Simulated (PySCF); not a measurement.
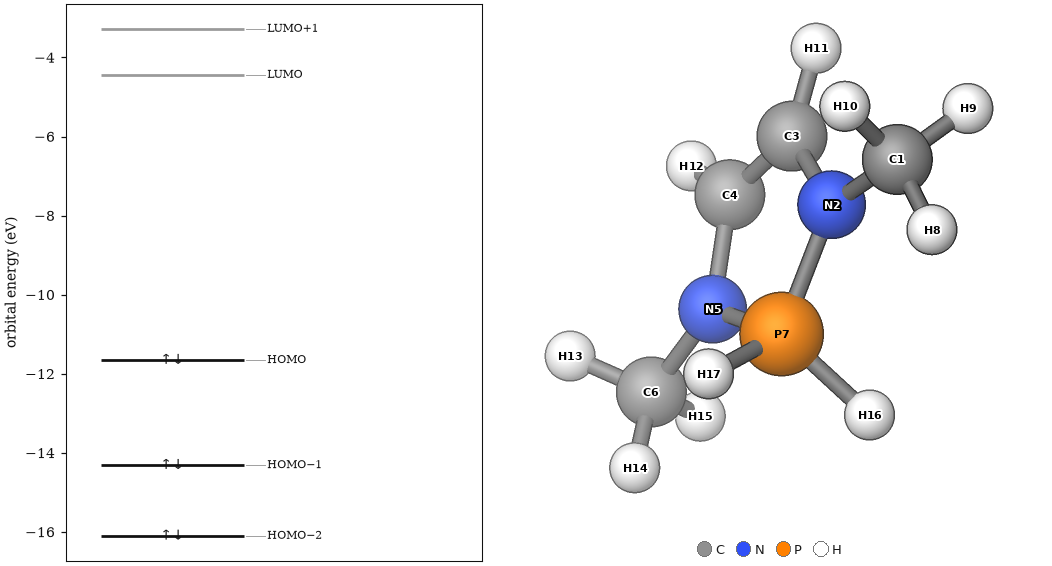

C₄H₁₀N₂P⁺, SMILES CN1C=CN(C)[PH2+]1. Kohn-Sham orbital energies near the frontier, CAM-B3LYP/def2-SVPD, PySCF 2.14.0, at a GFN2-xTB geometry (no frequency check), isolated molecule; empty levels in grey, levels within 0.03 eV side by side.

Where do the frontier orbitals lie?

Answer. HOMO at −11.66 eV, LUMO at −4.45 eV, 7.21 eV apart.

List the levels with the atoms that carry most of them (a dash for levels above zero or within 0.03 eV of another, where shares mean little).

Answer.
| orbital | energy (eV) | Löwdin shares |
| --- | --- | --- |
| LUMO+1 | −3.28 | P7 36 %, H17/H16 18 % each |
| LUMO | −4.45 | P7 41 %, H17/H16 12 % each |
| HOMO | −11.66 | C3/C4 23 % each, N5/N2 16 % each |
| HOMO−1 | −14.32 | N2/N5 27 % each, C1/C6 9 % each |
| HOMO−2 | −16.10 | C4/C3 16 % each, N5/N2 11 % each |

Note: the tight-binding geometry is rougher than a DFT one and adds to the error.
